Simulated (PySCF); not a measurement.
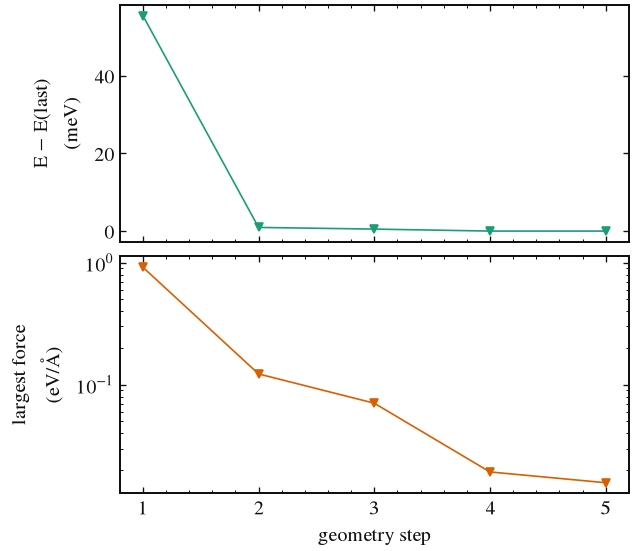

History of a geometry optimisation.

- system: C₃H₇BS (SMILES C=CBSC)
- method: PySCF 2.14.0, density fitting, PBE0-D3(BJ)/def2-SVP, geometry optimisation

How did the optimisation end?

The optimisation met its thresholds at geometry 5, counting the start as the first. The energy fell by about 56 meV from the first step to the last. The largest force goes from about 0.92 eV/Å at the start to 0.016 eV/Å at the end.
